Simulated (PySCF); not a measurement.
**What a change does: NMR shielding calculation on C$_{5}$H$_{13}$AlP$_{2}$**

System: C$_{5}$H$_{13}$AlP$_{2}$.
Method of the first run: GIAO PBE0/pcSseg-1 NMR shielding, non-relativistic, IEF-PCM acetonitrile (PySCF 2.14.0).

The geometry comes from this level: PBE0-D3(BJ)/def2-SVP. Text and figures count atoms from 1; the logs count them from 0 in places.

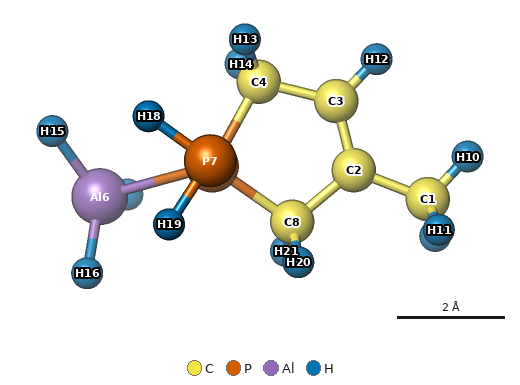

Fig. 1: The structure (ball-and-stick view, seen at a tilt; atoms are numbered from 1 in the order of the input). Sticks mark near contacts. Bond lengths as drawn: Al–H 1.61 Å, Al–P 2.47 Å, C–C 1.34 to 1.51 Å, C–H 1.09 to 1.10 Å, C–P 1.85 Å, H–P 1.43 Å and P–P 2.21 Å.

### Input file, the first run
```
{"job": {"kind": "nmr", "xc": "PBE0", "basis": "pcSseg-1", "solvent": "acetonitrile", "pop": true}, "charge": 0, "multiplicity": 1}
C     -2.890068    -1.127091    -0.352290
C     -1.590417    -0.542000     0.089378
C     -1.379858     0.103182     1.246173
C      0.007428     0.593018     1.541045
P      0.923091     0.376833    -0.057169
Al     3.265624    -0.392468    -0.033475
P      0.510116     2.305003    -1.063908
C     -0.381461    -0.706649    -0.799776
H     -2.791792    -2.210208    -0.534190
H     -3.679576    -0.972899     0.395908
H     -3.220358    -0.675328    -1.302563
H     -2.177203     0.249482     1.981172
H      0.042709     1.642300     1.876731
H      0.506273    -0.006278     2.323537
H      3.910997     0.846706     0.761224
H      3.498910    -0.463117    -1.622554
H      3.059807    -1.775720     0.760988
H      1.559914     2.972317    -0.359782
H      1.358892     1.988993    -2.169664
H     -0.579189    -0.431056    -1.849021
H     -0.025582    -1.752501    -0.809438
```

The first line tells a small driver script what to run in PySCF; the rest is the geometry in Å.

Launched with:
```bash
OMP_NUM_THREADS=1 python <driver script> task.json out
```

Hardware: 1 CPU thread, shared host.

### Output (the first run)
```
coarse grid: 18368 points
cycle   1  E = -1122.7230583902  dE =  5.695e-01  |g| = 3.631e-01  |ddm| = 4.140e+00
cycle   2  E = -1122.7272704577  dE = -4.212e-03  |g| = 3.518e-01  |ddm| = 7.032e-01
cycle   3  E = -1122.7596876325  dE = -3.242e-02  |g| = 4.245e-02  |ddm| = 3.856e-01
cycle   4  E = -1122.7601614318  dE = -4.738e-04  |g| = 1.472e-02  |ddm| = 6.455e-02
cycle   5  E = -1122.7602125506  dE = -5.112e-05  |g| = 4.986e-03  |ddm| = 1.863e-02
cycle   6  E = -1122.7602184753  dE = -5.925e-06  |g| = 1.194e-03  |ddm| = 5.561e-03
final grid: 161624 points
cycle   7  E = -1122.8093145919  dE = -2.959e-05  |g| = 7.902e-03  |ddm| = 3.264e-02
cycle   8  E = -1122.8093059740  dE =  8.618e-06  |g| = 9.833e-03  |ddm| = 1.762e-02
cycle   9  E = -1122.8093314179  dE = -2.544e-05  |g| = 1.102e-03  |ddm| = 9.787e-03
cycle  10  E = -1122.8093317057  dE = -2.878e-07  |g| = 2.364e-04  |ddm| = 1.041e-03
cycle  11  E = -1122.8093317186  dE = -1.290e-08  |g| = 8.220e-05  |ddm| = 2.891e-04
cycle  12  E = -1122.8093317202  dE = -1.630e-09  |g| = 1.913e-05  |ddm| = 9.157e-05
cycle  13  E = -1122.8093317203  dE = -9.550e-11  |g| = 3.396e-06  |ddm| = 2.316e-05
converged SCF energy = -1122.8093317203

GIAO shielding tensors (ppm)
atom      isotropic    diamagn.    paramagn.     s11        s22        s33       span
  0 C      164.240     242.905     -78.665    147.547    157.311    187.864     40.317
  1 C       35.583     264.065    -228.482    -74.563     51.150    130.162    204.724
  2 C       53.596     254.885    -201.289    -44.024     80.291    124.521    168.545
  3 C      150.431     256.145    -105.713    125.789    151.586    173.919     48.130
  4 P      347.914     970.266    -622.352    281.020    345.756    416.966    135.946
  5 Al     452.618     794.711    -342.093    439.348    453.207    465.298     25.949
  6 P      513.978     967.659    -453.681    442.807    519.285    579.841    137.034
  7 C      147.308     255.959    -108.651    121.724    145.541    174.659     52.935
  8 H       29.395      27.029       2.367     24.968     27.428     35.790     10.822
  9 H       29.006      27.269       1.736     24.316     27.617     35.085     10.769
 10 H       29.360      27.260       2.101     24.972     27.839     35.270     10.298
 11 H       25.420      32.355      -6.935     22.506     25.815     27.939      5.433
 12 H       28.784      32.016      -3.232     24.251     27.143     34.957     10.706
 13 H       28.141      31.697      -3.556     22.974     26.348     35.100     12.126
 14 H       27.819      29.767      -1.948     24.669     26.899     31.889      7.220
 15 H       27.803      29.860      -2.057     24.706     26.929     31.773      7.067
 16 H       27.714      29.796      -2.083     24.284     26.773     32.084      7.801
 17 H       28.186      29.539      -1.352     22.957     25.781     35.820     12.863
 18 H       28.125      29.583      -1.458     22.958     25.802     35.615     12.657
 19 H       29.007      33.619      -4.613     24.406     28.519     34.094      9.688
 20 H       28.296      32.982      -4.686     22.871     27.527     34.490     11.619
```

For the second run the input was changed thus:
```diff
-"solvent": "acetonitrile"
-"pop": true
+"solvent": "benzene"
+"pop": false
```

How does the second run compare with the first run?

The total energy of the second run is 5.0 kcal/mol higher: the change of the electrostatic solvation energy at this fixed geometry, without cavity or dispersion terms. The HOMO goes from −7.05 to −7.24 eV. The LUMO goes from −0.47 to −0.62 eV. The dipole moment goes from 6.27 to 5.77 D. Of all shieldings, the largest change is that of P7, by −2.6 ppm. The number of SCF iterations is the same.

### Output (the second run)
```
coarse grid: 18368 points
cycle   1  E = -1122.7142639784  dE =  5.776e-01  |g| = 3.657e-01  |ddm| = 4.142e+00
cycle   2  E = -1122.7175711425  dE = -3.307e-03  |g| = 3.604e-01  |ddm| = 7.225e-01
cycle   3  E = -1122.7515594673  dE = -3.399e-02  |g| = 4.858e-02  |ddm| = 4.201e-01
cycle   4  E = -1122.7522088967  dE = -6.494e-04  |g| = 1.594e-02  |ddm| = 8.027e-02
cycle   5  E = -1122.7522710927  dE = -6.220e-05  |g| = 5.362e-03  |ddm| = 2.153e-02
cycle   6  E = -1122.7522775840  dE = -6.491e-06  |g| = 1.668e-03  |ddm| = 5.896e-03
final grid: 161624 points
cycle   7  E = -1122.8013873548  dE = -2.806e-05  |g| = 8.317e-03  |ddm| = 3.269e-02
cycle   8  E = -1122.8013731142  dE =  1.424e-05  |g| = 1.114e-02  |ddm| = 1.937e-02
cycle   9  E = -1122.8014056584  dE = -3.254e-05  |g| = 1.496e-03  |ddm| = 1.150e-02
cycle  10  E = -1122.8014062090  dE = -5.506e-07  |g| = 2.449e-04  |ddm| = 1.426e-03
cycle  11  E = -1122.8014062233  dE = -1.431e-08  |g| = 8.827e-05  |ddm| = 3.680e-04
cycle  12  E = -1122.8014062252  dE = -1.958e-09  |g| = 2.085e-05  |ddm| = 1.090e-04
cycle  13  E = -1122.8014062254  dE = -1.082e-10  |g| = 3.650e-06  |ddm| = 2.565e-05
converged SCF energy = -1122.8014062254

GIAO shielding tensors (ppm)
atom      isotropic    diamagn.    paramagn.     s11        s22        s33       span
  0 C      163.778     242.774     -78.997    147.205    156.791    187.337     40.132
  1 C       36.174     263.986    -227.812    -73.765     52.151    130.136    203.902
  2 C       53.306     254.815    -201.509    -44.339     80.186    124.071    168.410
  3 C      150.259     256.190    -105.931    126.139    151.166    173.472     47.334
  4 P      346.679     970.162    -623.483    276.955    346.738    416.346    139.391
  5 Al     451.036     794.703    -343.667    439.066    449.666    464.376     25.309
  6 P      511.372     967.640    -456.268    440.629    515.143    578.344    137.715
  7 C      147.121     256.005    -108.885    122.106    145.048    174.208     52.102
  8 H       29.446      27.076       2.370     25.059     27.476     35.804     10.745
  9 H       29.034      27.276       1.758     24.351     27.658     35.094     10.743
 10 H       29.416      27.314       2.102     25.066     27.901     35.281     10.215
 11 H       25.514      32.368      -6.854     22.610     25.931     28.000      5.390
 12 H       28.970      32.249      -3.279     24.497     27.343     35.068     10.571
 13 H       28.189      31.792      -3.603     23.079     26.378     35.110     12.031
 14 H       27.607      29.373      -1.765     24.402     26.694     31.727      7.325
 15 H       27.594      29.461      -1.867     24.441     26.729     31.612      7.171
 16 H       27.507      29.387      -1.880     24.011     26.579     31.930      7.919
 17 H       28.295      29.679      -1.384     23.132     25.923     35.830     12.698
 18 H       28.222      29.700      -1.478     23.115     25.930     35.619     12.504
 19 H       29.220      33.866      -4.646     24.702     28.735     34.222      9.520
 20 H       28.372      33.096      -4.725     23.014     27.580     34.521     11.506
```

### The two runs side by side

```tsv
quantity	the first run	the second run
outcome	converged	converged
total energy (hartree)	−1122.809332	−1122.801406
HOMO (eV)	−7.05	−7.24
LUMO (eV)	−0.47	−0.62
dipole moment (D)	6.27	5.77
shielding of C1 (ppm)	164.2	163.8
shielding of C2 (ppm)	35.6	36.2
shielding of C3 (ppm)	53.6	53.3
shielding of P5 (ppm)	347.9	346.7
shielding of Al6 (ppm)	452.6	451.0
shielding of P7 (ppm)	514.0	511.4
shielding of H20 (ppm)	29.0	29.2
SCF iterations	13	13
basis functions	222	222
wall time (shared host)	50 s	48 s
```
